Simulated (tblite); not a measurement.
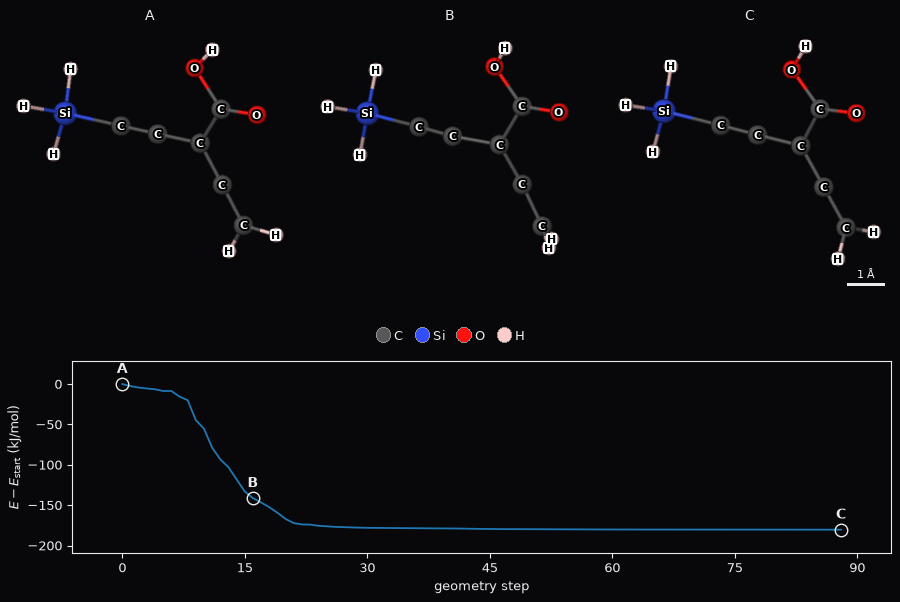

Frames of a relaxation of C$_{6}$H$_{6}$O$_{2}$Si, marked on the history of the run. A ball-and-stick model, seen at a tilt.

The calculation used GFN2-xTB geometry optimisation, gas phase in tblite 0.8.0. 

What happens along the run?

Answer. After 88 geometry steps the energy has fallen by 180.3 kJ/mol. An H atom moves most after the best rigid fit: 1.34 Å. Largest moves by element: H 1.34 Å, O 0.19 Å, Si 0.11 Å, C 0.11 Å. Some distances before and after: H–Si 1.486 → 1.466 Å, C–O 1.356 → 1.340 Å, C–H 1.094 → 1.079 Å, C–Si 1.857 → 1.844 Å. Bond angles that change, for instance: C–O–H 103.0° → 109.9°, C–C–C 124.1° → 118.2°, C–C–C 116.8° → 121.6°. The run took 1.1 s on 1 thread of Arm Neoverse N1 (shared host). From step 0 to 16: an H atom moves most (0.89 Å), energy −141.3 kJ/mol. From step 16 to 88: an H atom moves most (0.72 Å), energy −39.0 kJ/mol.

| step | E − E(0), kJ/mol |
| --- | --- |
| 0 | 0.00 |
| 1 | -2.55 |
| 2 | -4.31 |
| 3 | -5.51 |
| 4 | -6.47 |
| 5 | -8.64 |
| 6 | -8.53 |
| 7 | -15.53 |
| 8 | -20.03 |
| 9 | -44.72 |
| 10 | -55.32 |
| 14 | -118.19 |
| 18 | -152.51 |
| 22 | -173.86 |
| 26 | -176.82 |
| 31 | -178.12 |
| 35 | -178.46 |
| 39 | -178.75 |
| 43 | -179.23 |
| 47 | -179.63 |
| 51 | -179.76 |
| 55 | -179.91 |
| 59 | -180.07 |
| 63 | -180.14 |
| 67 | -180.17 |
| 72 | -180.20 |
| 76 | -180.23 |
| 80 | -180.27 |
| 84 | -180.30 |
| 88 | -180.32 |
